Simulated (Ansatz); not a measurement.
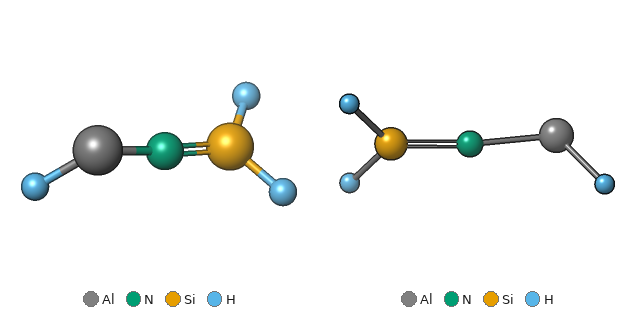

Both panels show the same species.

The species is neutral and a spin doublet. The computed structure is the end point of a PBE0-D4/def2-TZVP optimisation. No frequency run is at hand to confirm it as a minimum.

Description:

The molecule is AlH₃NSi. As SMILES it reads `[AlH][N]=[SiH2]`. Among its groups: Si–H bond. It is an open-shell species. Coordination: 1 Al bent; 1 N linear; 1 Si trigonal planar.

More results for the same structure follow; atom numbers are the same in all pictures, views and colours differ.

### Charges

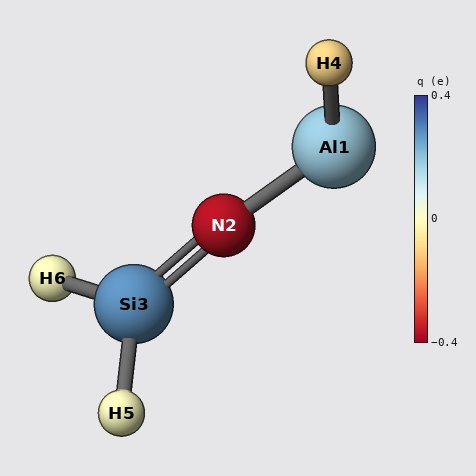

Atoms are coloured by their Mulliken charges. No frequency run is at hand to confirm it as a minimum. Properties computed with UKS PBE0-D4/def2-TZVP (Ansatz 0.2.0).

> Which atom carries the highest charge (most positive or least negative)?

Si3 (0.27 e).

> And the lowest?

N2 (−0.36 e).

List the Mulliken charges.

```
atom  value (e)
 Al1       0.18
  N2      −0.36
 Si3       0.27
  H4      −0.09
  H5       0.00
  H6       0.00
```

### Dipole moment

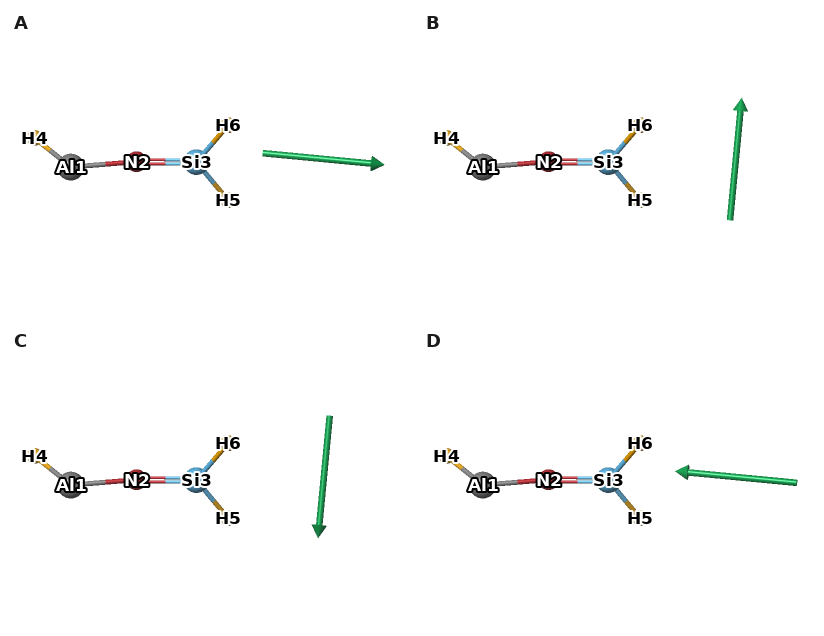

The same molecule four times, each with an arrow. No frequency run is at hand to confirm it as a minimum. Level of theory: UKS PBE0-D4/def2-TZVP (Ansatz 0.2.0).

> Which arrow points along the dipole moment, from the negative to the positive end?

A. The dipole moment is 2.30 D; it points from the side of H4 to the side of H5, H6 (the outermost atoms at the two ends).

### Electronic properties

No frequency run is at hand to confirm it as a minimum. Properties computed with UKS PBE0-D4/def2-TZVPP (Ansatz 0.2.0).

> Give the ⟨S²⟩ of the determinant at this level.

0.757.

> Estimate the HOMO energy (Kohn–Sham orbital).

−5.10 eV.

Mulliken values depend strongly on the basis set and can even reverse the polarity of a bond.
